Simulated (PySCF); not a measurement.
**C8H11S, charge +1, SMILES `c1ccc([S+](C)C)cc1`: what the electrons do**

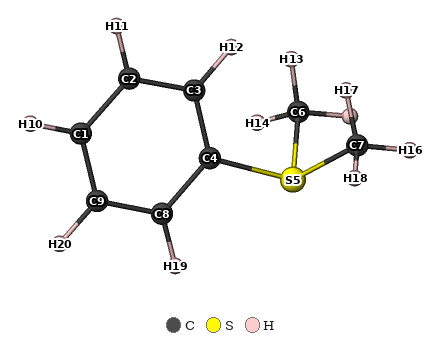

The molecule, with its atoms numbered as below. No frequency check shows the geometry to be a minimum.

Cartesian coordinates (Å):

```
C1      -2.8962    0.2709    0.0001
C2      -2.0082    1.3360    0.0000
C3      -0.6425    1.1084    0.0004
C4      -0.1834   -0.1992    0.0004
S5       1.5745   -0.6086    0.0002
C6       2.1907    0.3779   -1.3903
C7       2.1912    0.3778    1.3896
C8      -1.0607   -1.2741   -0.0002
C9      -2.4243   -1.0321    0.0000
H10     -3.9581    0.4593   -0.0002
H11     -2.3757    2.3499   -0.0010
H12      0.0337    1.9496    0.0012
H13      1.8952    1.4174   -1.2940
H14      1.7816   -0.0433   -2.3045
H15      3.2734    0.2910   -1.4085
H16      3.2740    0.2908    1.4073
H17      1.8957    1.4173    1.2935
H18      1.7826   -0.0435    2.3039
H19     -0.6806   -2.2835   -0.0009
H20     -3.1132   -1.8615   -0.0001
```

## 1. Bonding charge

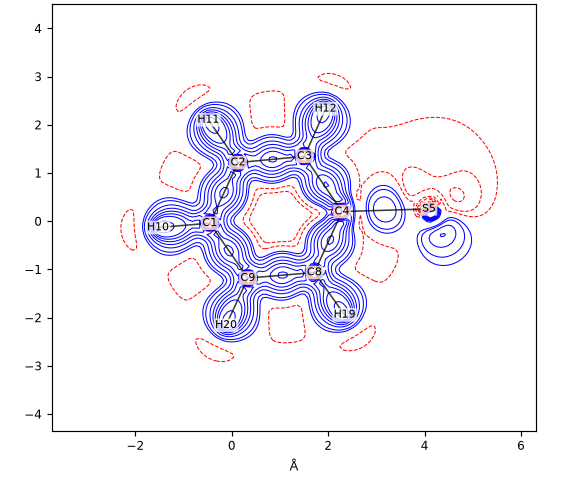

Deformation density (molecule less spherical, spin-averaged free atoms) in a plane through 12 of the atoms; contours at ±0.05 to ±0.8 e/Å³; solid blue lines: gain, dashed red lines: loss.

Level of theory: PBE0/6-311G** (PySCF), at a geometry from GFN2-xTB.

Q: How much density has each bond in this plane gained at its critical point, relative to the free atoms?

A: The five largest and four smallest: C1–H10: +0.77 e/Å³ at the bond critical point (bond length 1.08 Å, Mayer order 1.0). C9–H20: +0.77 e/Å³ at the bond critical point (bond length 1.08 Å, Mayer order 1.0). C2–H11: +0.76 e/Å³ at the bond critical point (bond length 1.08 Å, Mayer order 1.0). C8–H19: +0.76 e/Å³ at the bond critical point (bond length 1.08 Å, Mayer order 1.0). C3–H12: +0.74 e/Å³ at the bond critical point (bond length 1.08 Å, Mayer order 1.0). C2–C3: +0.61 e/Å³ at the bond critical point (bond length 1.39 Å, Mayer order 1.5). C4–C8: +0.61 e/Å³ at the bond critical point (bond length 1.39 Å, Mayer order 1.4). C3–C4: +0.60 e/Å³ at the bond critical point (bond length 1.39 Å, Mayer order 1.3). C4–S5: +0.29 e/Å³ at the bond critical point (bond length 1.80 Å, Mayer order 1.0). In all, 4.3 electrons gather in the regions of gain relative to the promolecule of neutral atoms (the regions of loss give up this much and the cation's charge besides).

Q: Where do the Hirshfeld charges lie?

A: The highest Hirshfeld charge is on S5 (+0.40 e), the lowest on C6 and C7 (−0.08 e).

| atom | charge (e) |
| --- | --- |
| C1 | 0.00 |
| C2 | −0.01 |
| C3 | −0.04 |
| C4 | −0.02 |
| S5 | +0.40 |
| C6 | −0.08 |
| C7 | −0.08 |
| C8 | −0.03 |
| C9 | −0.01 |
| H10 | +0.08 |
| H11 | +0.08 |
| H12 | +0.06 |
| H13 | +0.08 |
| H14 | +0.09 |
| H15 | +0.09 |
| H16 | +0.09 |
| H17 | +0.08 |
| H18 | +0.09 |
| H19 | +0.07 |
| H20 | +0.08 |

## 2. Bond critical points

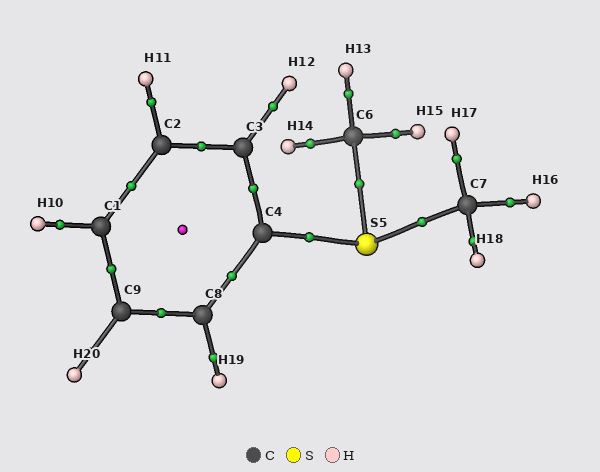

Molecular graph of the electron density (QTAIM): bond paths, bond critical points (green), ring points (magenta, if any); weak paths are dashed.

Q: How many critical points of each kind are there, and does the count close?

A: 20 nuclei, 20 bond, 1 ring and 0 cage critical points: 20 − 20 + 1 − 0 = 1, as the Poincaré–Hopf relation requires.

Q: Give the properties at the bond critical points.

A:
| bond | length (Å) | ρ (a.u.) | ∇²ρ (a.u.) | ε | H (a.u.) |
| --- | --- | --- | --- | --- | --- |
| C1–C9 | 1.386 | 0.314 | −0.90 | 0.18 | −0.329 |
| C1–C2 | 1.387 | 0.314 | −0.90 | 0.18 | −0.328 |
| C8–C9 | 1.385 | 0.313 | −0.89 | 0.19 | −0.328 |
| C2–C3 | 1.385 | 0.312 | −0.88 | 0.20 | −0.327 |
| C4–C8 | 1.387 | 0.310 | −0.87 | 0.22 | −0.324 |
| C3–C4 | 1.386 | 0.309 | −0.86 | 0.22 | −0.323 |
| C1–H10 | 1.078 | 0.288 | −1.03 | 0.01 | −0.292 |
| C9–H20 | 1.078 | 0.288 | −1.02 | 0.01 | −0.291 |
| C2–H11 | 1.079 | 0.287 | −1.02 | 0.01 | −0.291 |
| C8–H19 | 1.079 | 0.287 | −1.01 | 0.01 | −0.290 |
| C3–H12 | 1.079 | 0.284 | −0.99 | 0.02 | −0.287 |
| C6–H13 (2 alike) | 1.085 | 0.281 | −0.97 | 0.02 | −0.280 |
| C6–H14 (2 alike) | 1.086 | 0.281 | −0.97 | 0.02 | −0.280 |
| C6–H15 (2 alike) | 1.086 | 0.281 | −0.97 | 0.02 | −0.279 |
| C4–S5 | 1.805 | 0.186 | −0.30 | 0.05 | −0.124 |
| S5–C7 (2 alike) | 1.812 | 0.183 | −0.30 | 0.03 | −0.122 |

Q: What kind of interaction is C6–H14?

A: Shared-shell (covalent): ρ = 0.281, ∇²ρ = −0.97, H = −0.280 a.u.

## 3. Local ionisation energy

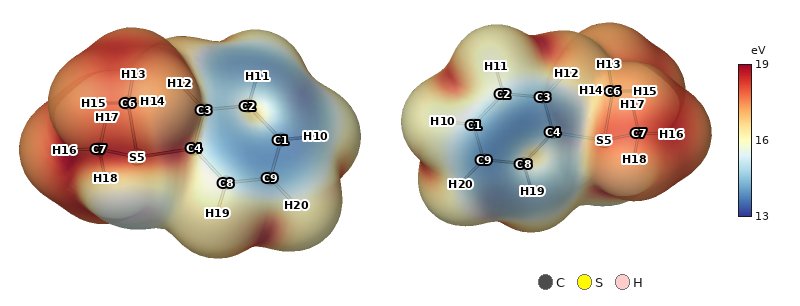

Average local ionisation energy on the surface of electron density 0.001 a.u. (back view left, front view right).

Q: Locate the minima of the map.

A: The lowest value is 13.7 eV, over C9, off the plane of its three bonds (2.0 Å), and at like points elsewhere. Further minima include 15.1 eV, 2.1 Å from S5; 17.3 eV, 1.3 Å from H15. For comparison, the highest occupied orbital lies at −11.6 eV.

## 4. In an electric field

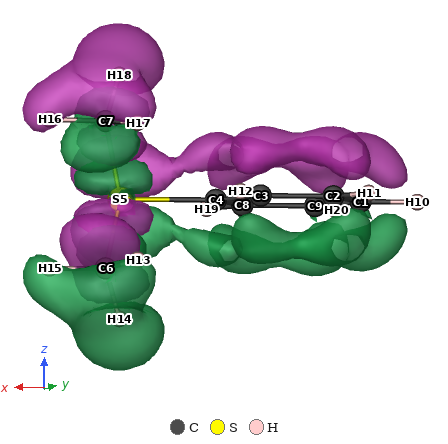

Change of the electron density in a uniform field of 0.10 V/Å, surfaces at ±0.0006 e/Å³ (green: gain, purple: loss).

Method: LDA (SVWN)/6-31+G*; geometry: GFN2-xTB; program: PySCF. The basis has diffuse s and p functions alone, which still leaves polarisabilities too small, most of all across bonds.

Q: Along which Cartesian direction does the field point?

A: Along +z: electrons gather on the −z side, against the field.

Q: What dipole is induced, and what polarisability does it imply?

A: The induced dipole is 0.39 D (along the field); α along this axis, from the fields in both directions, is 76 bohr³ (11.3 Å³).

Q: Which atoms gain and lose the most charge?

A: Electrons gather most on H14 (Hirshfeld charge changes by −0.004 e) and leave H18 most (+0.004 e); 0.034 electrons are displaced in all.

## 5. Removing or adding an electron

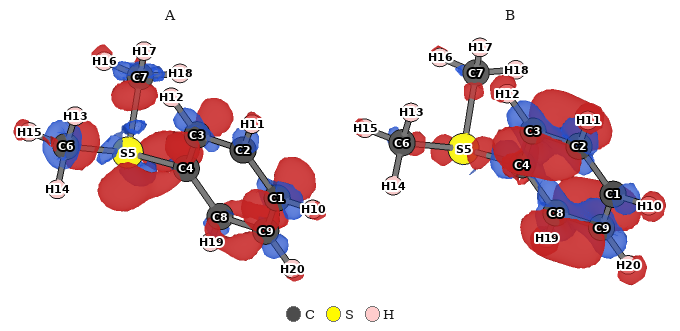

The two Fukui functions at ±0.03 e/Å³ (red positive, blue negative).

Method: TPSSh/6-31G*; geometry: GFN2-xTB; program: PySCF.

Q: Which panel is f⁻ (electron removed) and which f⁺ (electron added)?

A: A is f⁺, B is f⁻. f⁻ (Hirshfeld-condensed) is largest on C9 (0.14), C3 (0.14) and C8 (0.12); the vertical ionisation energy is 13.24 eV (the stability of the dication's solution wasn't checked). f⁺ (Hirshfeld-condensed) is largest on S5 (0.17) and C1 (0.09); the vertical electron affinity is 3.43 eV (the stability of the neutral species's solution wasn't checked; rough: the basis has no diffuse functions).

Q: What chemical potential and hardness follow from the two energies?

A: μ = −(I + A)/2 = −8.33 eV and η = I − A = 9.81 eV.

## 6. Localised orbitals

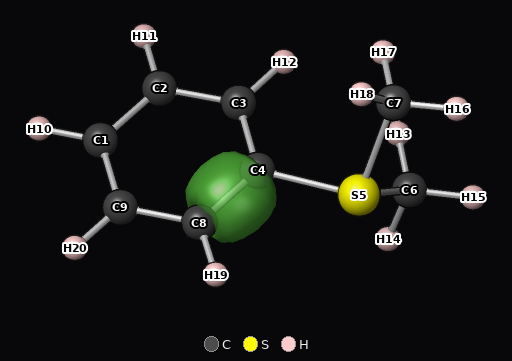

Intrinsic bond orbitals (IBO), occupied; each surface holds about 70 % of the orbital's density. Energies are diagonal elements of the Fock matrix.

Computed with PySCF, PBE0/6-31+G*, geometry: GFN2-xTB.

Q: What does this orbital represent?

A: σ bond C4–C8 (C4 51 %, C8 48 %; −21.9 eV).

The PySCF runs shown took 49 s, 110 s, 11 min and 41 s on 1 thread of Intel(R) Xeon(R) Platinum 8259CL CPU @ 2.50GHz (Skylake/Cascade Lake), with other jobs on the host.
